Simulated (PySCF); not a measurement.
# NSF3 (thiazyl trifluoride): levels of theory compared

Aim: a comparison of 6 runs (HF/STO-3G, HF/3-21G, B3LYP/6-31G*, B2PLYP/def2-SVPD, wB97M-V/def2-SVPD, SCS-MP2/def2-SVPD) of NSF3 (thiazyl trifluoride). Input form: a Python script.

Program for the calculation: PySCF 2.14.0.

1 further run of the same task is left out (set aside as unsound or not needed).

### 1 Starting point

NSF3 has 5 atoms, charge 0, and is taken as a singlet. SMILES: `N#S(F)(F)F`. The S2–F5 distance was set to 3.569 Å, away from the relaxed value. At this shape a bond of the SMILES string is far longer than usual.

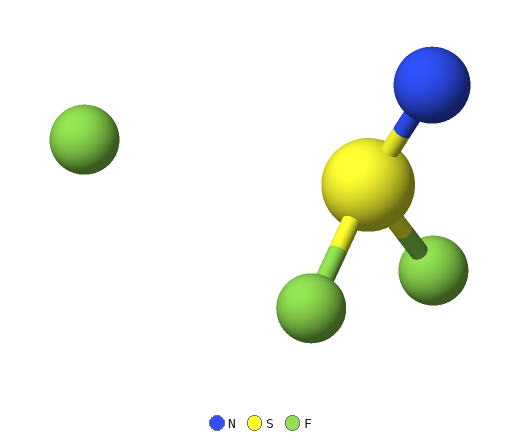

Viewed from a chosen angle; nitrogen blue, sulfur yellow, fluorine green.

### 2 The energy at HF/STO-3G (run 1)

File calc.py:

```python
from pyscf import gto, scf

mol = gto.M(
    atom='''
N       -1.021777      -1.572361       2.570442
S       -0.716997      -1.567991       1.189802
F        0.396463      -2.539911       0.520462
F       -1.812257      -1.896501       0.037802
F        0.499780       1.306070      -0.541380
''',
    max_memory=1860,
    verbose=3,
    basis='sto-3g',
)

hf = scf.RHF(mol)
hf.conv_tol = 1e-10
hf.kernel()
if not hf.converged:
    hf = hf.newton().run(hf.mo_coeff, hf.mo_occ)

etot = hf.e_tot
print(f'total energy: {etot:.8f} hartree')
```

Run with:

```console
$ OMP_NUM_THREADS=1 python calc.py
```

What it wrote:

```text
SCF not converged.
SCF energy = -740.335273331635
converged SCF energy = -740.335520376698
total energy: -740.33552038 hartree
```

Wall time 1.1 s (1 thread of Intel Xeon at 2.70GHz, shared host); peak memory 0.12 GiB.

### 3 A single-point energy at HF/3-21G (run 2)

File calc.py:

```python
from pyscf import gto, scf

molecule = gto.Mole()
molecule.atom = '''
N     -1.930879    -2.971332     4.857431
S     -1.354928    -2.963074     2.248400
F      0.749206    -4.799736     0.983531
F     -3.424669    -3.583867     0.071435
F      0.944447     2.468115    -1.023060
'''
molecule.verbose = 3
molecule.charge = 0
molecule.max_memory = 1860
molecule.basis = '3-21g'
molecule.unit = 'bohr'
molecule.spin = 0
molecule.build()

mf = scf.RHF(molecule)
mf.conv_tol = 1e-10
mf.kernel()
if not mf.converged:
    mf = mf.newton().run(mf.mo_coeff, mf.mo_occ)

etot = mf.e_tot
print('Final energy', etot)
```

Run with:

```console
$ OMP_NUM_THREADS=1 python calc.py
```

What it wrote:

```text
converged SCF energy = -745.822026148407
Final energy -745.8220261484065
```

Wall time 0.89 s (1 thread of Intel Xeon at 2.70GHz, shared host); peak memory 0.11 GiB.

### 4 The energy at B3LYP/6-31G(d) (spherical functions) (run 3)

File run.py:

```python
from pyscf import gto, dft

mol = gto.M(
    atom='''
N     -1.930879    -2.971332     4.857431
S     -1.354928    -2.963074     2.248400
F      0.749206    -4.799736     0.983531
F     -3.424669    -3.583867     0.071435
F      0.944447     2.468115    -1.023060
''',
    basis='6-31g*',
    verbose=3,
    unit='bohr',
    max_memory=1860,
)

mf = dft.RKS(mol)
mf.xc = 'b3lyp'
mf.conv_tol = 1e-10
mf.grids.level = 5
mf.kernel()
if not mf.converged:
    mf = mf.newton().run(mf.mo_coeff, mf.mo_occ)

e_final = mf.e_tot
print(f'total energy: {e_final:.8f} hartree')
```

Run with:

```console
$ OMP_NUM_THREADS=1 python run.py
```

What it wrote:

```text
SCF not converged.
SCF energy = -752.117661058832
converged SCF energy = -752.117747181866
total energy: -752.11774718 hartree
```

Wall time 81 s (1 thread of Intel Xeon at 2.70GHz, shared host); peak memory 0.45 GiB.

Runs 4 to 5 aren't shown in full; the table further down has their settings and results.

### 5 A single-point energy at SCS-MP2/def2-SVPD (run 6)

File start.xyz:

```xyz
5

N     -1.021777    -1.572361     2.570442
S     -0.716997    -1.567991     1.189802
F      0.396463    -2.539911     0.520462
F     -1.812257    -1.896501     0.037802
F      0.499780     1.306070    -0.541380
```

File run.py:

```python
from pyscf import gto, mp

system = gto.Mole()
system.atom = 'start.xyz'
system.max_memory = 1860
system.verbose = 3
system.basis = 'def2-svpd'
system.charge = 0
system.spin = 0
system.build()

hf = system.RHF()
hf.conv_tol = 1e-10
hf.kernel()
if not hf.converged:
    hf = hf.newton().run(hf.mo_coeff, hf.mo_occ)

pt = mp.MP2(hf, frozen=9).run()
energy = hf.e_tot + 1.2 * pt.e_corr_os + pt.e_corr_ss / 3
print('E(%s) = %.9f' % ('SCS-MP2', energy))
```

Run with:

```console
$ OMP_NUM_THREADS=1 python run.py
```

What it wrote:

```text
converged SCF energy = -749.44649888166
E(RMP2) = -750.470481789784  E_corr = -1.02398290812363
E(SCS-RMP2) = -750.436774239864  E_corr = -0.990275358203307
E(SCS-MP2) = -750.436774240
```

It took 5.1 s on 1 thread of Intel Xeon at 2.70GHz, shared host; peak memory 0.38 GiB.

### 6 Overview of the runs

```
run                               level  integration grid  frozen core orbitals  energy (Eh)  dipole moment (D) of the reference  HOMO energy (eV)  LUMO energy (eV)  wall time
  1                           HF/STO-3G                 –                     –  -740.335520                                3.13             -3.03              0.67      1.1 s
  2                            HF/3-21G                 –                     –  -745.822026                                5.53             -8.70             -4.55     0.89 s
  3  B3LYP/6-31G* (spherical functions)                 5                     –  -752.117747                                3.99             -8.45             -7.32       81 s
  4                    B2PLYP/def2-SVPD                 5                     9  -751.424250                                6.39             -9.78             -7.19       69 s
  5                   wB97M-V/def2-SVPD                 5                     –  -751.641722                                6.40            -10.79             -6.40    3.4 min
  6                   SCS-MP2/def2-SVPD                 –                     9  -750.436774                               10.27            -10.35             -5.60      5.1 s
```

### 7 Summary of results

| quantity | value |
| --- | --- |
| run 6: total energy | -750.43677 Eh |
| run 6: dipole moment (Hartree–Fock density) | 10.27 D |
| run 6: HOMO energy (Hartree–Fock orbitals) | -10.35 eV |
| run 6: LUMO energy (Hartree–Fock orbitals) | -5.60 eV |
| run 6: HOMO–LUMO gap (Hartree–Fock orbitals) | 4.76 eV |
| run 6: correlation energy (9 core orbitals frozen) | -990.3 mEh |

Over runs 1, 2, 3, 4, 5 the dipole moment (its size) runs from 3.13 D (HF/STO-3G) to 6.40 D (wB97M-V/def2-SVPD). The two ends differ in method and basis. Over runs 1, 2, 3, 4, 5 the HOMO–LUMO gap runs from 1.13 eV (B3LYP/6-31G*) to 4.40 eV (wB97M-V/def2-SVPD). Totals of different functionals can't be ranked against each other. In run 1 the basis is minimal, so the values are rough. In runs 1, 2, 3, 4, 5, 6 a closed-shell determinant meets a far-stretched bond, which it describes badly. All runs together took 6 min, the longest 3.4 min.
